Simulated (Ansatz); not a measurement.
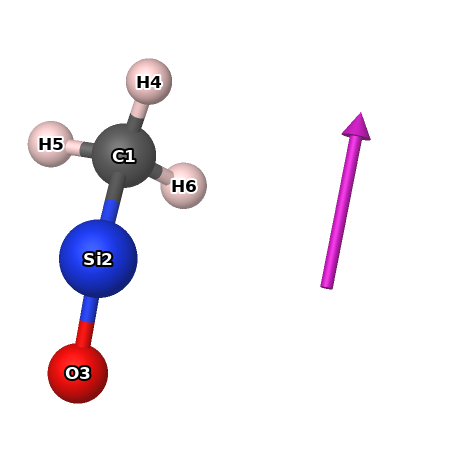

The arrow beside the molecule shows the direction of the dipole moment, from the negative to the positive end (its length means nothing). Charge 0, doublet. The computed structure is the end point of a PBE-D4/def2-SVP optimisation. No frequency run is at hand to confirm it as a minimum. Method: UKS PBE-D4/def2-SVP (Ansatz 0.2.0).

Q: How large is the dipole moment?

A: 3.51 D; it points from the side of O3 to the side of H4 (the outermost atoms at the two ends).
